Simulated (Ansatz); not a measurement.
## Geometry relaxation of B$_{2}$Si

B$_{2}$Si, multiplicity 3, computed with UKS r2SCAN-D4/def2-TZVP (Ansatz 0.2.0).

The geometry: r2SCAN-D4/def2-TZVP start. Figures and captions count atoms from 1; the log counts them from 0 in places.

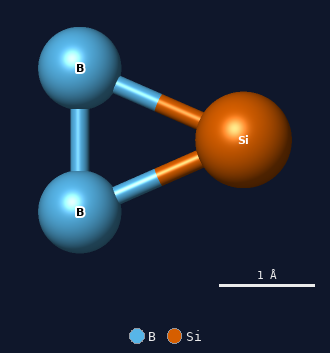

Fig. 1: The structure as given in the input (ball-and-stick view, seen on its broad side). Bond lengths as drawn: B–B 1.51 Å and B–Si 1.90 Å.

### Input file
```yaml
crystal:
  periodic: [false, false, false]
  atoms:
    - {symbol: B, position_ang: [0.028393, 0.855917, 0.415395]}
    - {symbol: B, position_ang: [-0.645680, 0.085164, -0.694117]}
    - {symbol: Si, position_ang: [0.617287, -0.941081, 0.278721]}
basis:
  gaussian: {orbitals: def2-TZVP}
magnetization: {spin_polarized: true, initial_magnetization: 2}
hamiltonian: {xc: r2scan, dispersion: d4}
scf: {omitted_lower_state_checks: [starts]}
output: {orbitals: {seedname: orbitals}}
relax: {f_tol: 0.02, max_steps: 100}
```

Hardware: 4 threads of Arm Neoverse N1, 23 GiB of memory available, shared host.

Launched with:
```bash
ansatz run in.yaml --threads 4 --pin off --events-out ev --progress --plain --max-ram 3916MiB
```

### The program's output
```
Functional definition: r2SCAN
  name "r2SCAN"
  cite "Furness, Kaplan, Ning, Perdew & Sun, J. Phys. Chem. Lett. 11, 8208 (2020) doi:10.1021/acs.jpclett.0c02405"
  cite "Furness, Kaplan, Ning, Perdew & Sun, J. Phys. Chem. Lett. 11, 9248 (2020) doi:10.1021/acs.jpclett.0c03077"
  parent r2scan
  parameter k0 = 0.174
  parameter k1 = 0.065
  parameter a1 = 4.9479
  exchange = r2scan_x(k0 = k0, k1 = k1, a1 = a1)
  correlation = r2scan_c
these checks for a lower state are left out or cut short: starts
590 factors; their error is unknown
mean field evaluation 1: about -9214.4200 eV, gradient 3.4e1 eV
mean field evaluation 2: about -9168.6397 eV, gradient 7.4e1 eV
mean field evaluation 4: about -9220.9646 eV, gradient 1.4e1 eV
mean field evaluation 8: about -9222.6245 eV, gradient 7.8e-2 eV
mean field evaluation 16: about -9222.6162 eV, gradient 1.4e-3 eV
mean field -9222.61616416 eV, -338.9248927190 hartree, gradient 1.6e-5 eV, S^2 2.130230; 0 other end points of the search recorded, 0 dependent functions left out
the calculation of the forces begins
reference -9222.61617795 eV, -338.9248932260 hartree; 13, 11 occupied and 86, 88 virtual orbitals, 590 factors
relax step   1: F+E_penalty+E_count = -9222.63140259 eV  Δ(F+E_penalty+E_count) = +0.000e0 eV  max|allowed force component| = 1.203e0 eV/Å  Δτ_max = 0.0000 Å  (43 SCF iters, accepted)
these checks for a lower state are left out or cut short: starts, cluster_reference, orbital_swaps, neighbouring_geometries, increment
590 factors; their error is unknown
mean field evaluation 32: about -9222.6545 eV, gradient 1.4e-5 eV
mean field -9222.65447878 eV, -338.9263007553 hartree, gradient 1.4e-5 eV, S^2 2.127948; 0 other end points of the search recorded, 0 dependent functions left out
the calculation of the forces begins
reference -9222.65449261 eV, -338.9263012635 hartree; 13, 11 occupied and 86, 88 virtual orbitals, 590 factors
relax step   2: F+E_penalty+E_count = -9222.66971857 eV  Δ(F+E_penalty+E_count) = -3.832e-2 eV  max|allowed force component| = 4.339e-1 eV/Å  Δτ_max = 0.0178 Å  (45 SCF iters, accepted)
these checks for a lower state are left out or cut short: starts, cluster_reference, orbital_swaps, neighbouring_geometries, increment
590 factors; their error is unknown
mean field -9222.66061855 eV, -338.9265263877 hartree, gradient 1.3e-5 eV, S^2 2.127506; 0 other end points of the search recorded, 0 dependent functions left out
the calculation of the forces begins
reference -9222.66063239 eV, -338.9265268966 hartree; 13, 11 occupied and 86, 88 virtual orbitals, 590 factors
relax step   3: F+E_penalty+E_count = -9222.67585901 eV  Δ(F+E_penalty+E_count) = -6.140e-3 eV  max|allowed force component| = 6.306e-2 eV/Å  Δτ_max = 0.0099 Å  (45 SCF iters, accepted)
these checks for a lower state are left out or cut short: starts, cluster_reference, orbital_swaps, neighbouring_geometries, increment
590 factors; their error is unknown
mean field -9222.66076551 eV, -338.9265317884 hartree, gradient 1.2e-5 eV, S^2 2.128520; 0 other end points of the search recorded, 0 dependent functions left out
the calculation of the forces begins
reference -9222.66077936 eV, -338.9265322973 hartree; 13, 11 occupied and 86, 88 virtual orbitals, 590 factors
relax step   4: F+E_penalty+E_count = -9222.67600561 eV  Δ(F+E_penalty+E_count) = -1.466e-4 eV  max|allowed force component| = 2.948e-2 eV/Å  Δτ_max = 0.0024 Å  (47 SCF iters, accepted)
these checks for a lower state are left out or cut short: starts, cluster_reference, orbital_swaps, neighbouring_geometries, increment
590 factors; their error is unknown
mean field -9222.66080042 eV, -338.9265330715 hartree, gradient 1.9e-5 eV, S^2 2.128321; 0 other end points of the search recorded, 0 dependent functions left out
the calculation of the forces begins
reference -9222.66081427 eV, -338.9265335805 hartree; 13, 11 occupied and 86, 88 virtual orbitals, 590 factors
relax step   5: F+E_penalty+E_count = -9222.67604065 eV  Δ(F+E_penalty+E_count) = -3.504e-5 eV  max|allowed force component| = 2.118e-4 eV/Å  Δτ_max = 0.0008 Å  (37 SCF iters, accepted)
```

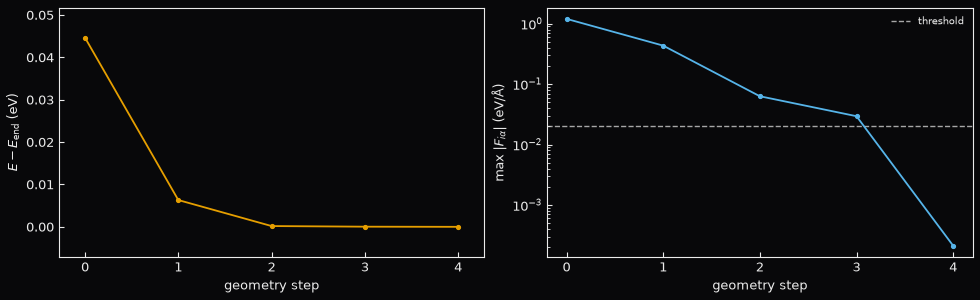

Fig. 2: Progress of the relaxation, step by step (the first geometry is step 0 here and step 1 in the log).

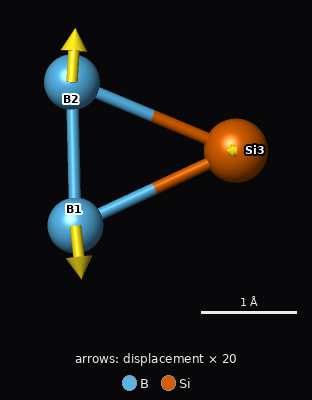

Fig. 3: The starting structure with the displacements as yellow arrows, magnified 20 times (ball-and-stick view, seen at a tilt). The two geometries are laid on each other by the best rigid fit. The energy falls by 0.045 eV in 4 geometry steps. Largest force component: 1.2 eV/Å at the start, 0.00021 eV/Å at the end. The largest moves after the best rigid fit, 0.029 Å, are those of B1 and B2. By element the largest moves are B 0.029 Å, Si 0.005 Å. Distances before and after: B1–B2 1.510 → 1.567 Å, B1–Si3 1.896 → 1.901 Å. (Atoms are counted from 1 in the order of the input.)

```
these checks for a lower state are left out or cut short: starts
590 factors; their error is unknown
mean field -9222.66080042 eV, -338.9265330715 hartree, gradient 1.9e-5 eV, S^2 2.128321; 0 other end points of the search recorded, 0 dependent functions left out
the calculation of the forces begins
reference -9222.66081427 eV, -338.9265335805 hartree; 13, 11 occupied and 86, 88 virtual orbitals, 590 factors
Total energy: -9222.67605449 eV, -338.9270936483 hartree
Atom 0 at     0.042546     0.868449     0.437057 Å, force    -0.000133    -0.000135    -0.000212 eV/Å
Atom 1 at    -0.657097     0.068459    -0.714543 Å, force     0.000120     0.000155     0.000206 eV/Å
Atom 2 at     0.614550    -0.936909     0.277485 Å, force     0.000013    -0.000020     0.000006 eV/Å
Dipole moment:     0.079412    -0.121068     0.035857 e Å
Checks for a lower state left out: starts
```

### Trajectory as extended XYZ (Å, eV, eV/Å), 5 frames, from step=1 to step=5
```
3
Properties=species:S:1:pos:R:3:forces:R:3 step=1 energy=-9222.63140
B     0.0284    0.8559    0.4154    0.7490   0.7899   1.2031
B    -0.6457    0.0852   -0.6941   -0.6991  -0.8660  -1.1806
Si    0.6173   -0.9411    0.2787   -0.0499   0.0761  -0.0225
3
Properties=species:S:1:pos:R:3:forces:R:3 step=2 energy=-9222.66972
B     0.0378    0.8626    0.4290    0.2420   0.3219   0.4186
B    -0.6520    0.0739   -0.7064   -0.2759  -0.2703  -0.4339
Si    0.6142   -0.9364    0.2773    0.0338  -0.0516   0.0153
3
Properties=species:S:1:pos:R:3:forces:R:3 step=3 energy=-9222.67586
B     0.0425    0.8671    0.4364    0.0075   0.0631   0.0367
B    -0.6561    0.0683   -0.7135   -0.0483  -0.0008  -0.0552
Si    0.6135   -0.9353    0.2770    0.0409  -0.0623   0.0184
3
Properties=species:S:1:pos:R:3:forces:R:3 step=4 energy=-9222.67601
B     0.0421    0.8682    0.4364    0.0209   0.0130   0.0295
B    -0.6569    0.0691   -0.7140   -0.0127  -0.0254  -0.0258
Si    0.6148   -0.9373    0.2776   -0.0082   0.0124  -0.0037
3
Properties=species:S:1:pos:R:3:forces:R:3 step=5 energy=-9222.67604
B     0.0425    0.8684    0.4371   -0.0001  -0.0001  -0.0002
B    -0.6571    0.0685   -0.7145    0.0001   0.0002   0.0002
Si    0.6146   -0.9369    0.2775    0.0000   0.0000   0.0000
```

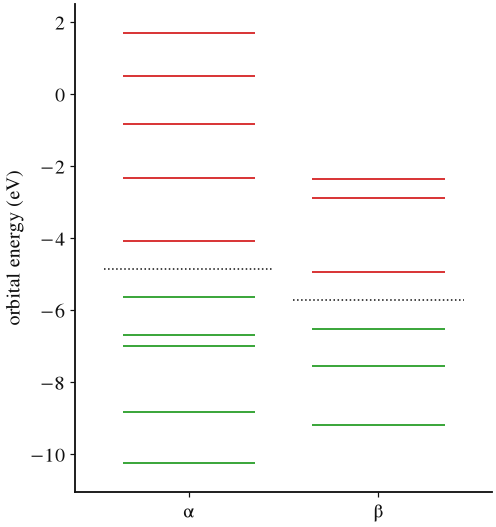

Fig. 4: Orbital energies near the frontier for α and β spins; the dotted line parts filled from empty levels, and levels within 0.02 eV of each other stand side by side. α: highest filled −5.64 eV, lowest empty −4.09 eV, 1.55 eV apart; β: highest filled −6.51 eV, lowest empty −4.93 eV, 1.58 eV apart.

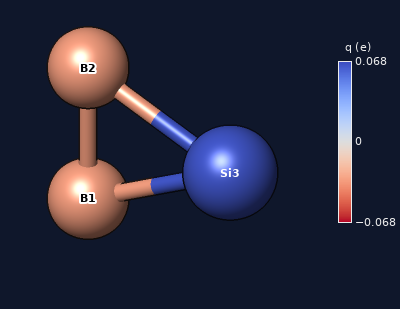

Fig. 5: Mulliken charges, as the colour of each atom (ball-and-stick view, seen at a tilt; atoms are numbered from 1 in the order of the input; Mulliken charges depend strongly on the basis). By element: B −0.03 and Si +0.06 e.

### Key numbers

| quantity | value |
| --- | --- |
| outcome | converged |
| total energy | −9222.6761 eV |
| mean-field energy | −9222.6608 eV |
| dispersion energy | −0.0152 eV |
| ⟨S²⟩ | 2.128 |
| SCF solution under orbital rotations | stable |
| HOMO (either spin) | −5.64 eV |
| LUMO (either spin) | −4.93 eV |
| largest force (length of the vector) at the end | under 0.001 eV/Å |
| dipole moment | 0.72 D |
| wall time | 14 s (CPU time 50 s) |
| peak memory | 0.23 GiB |
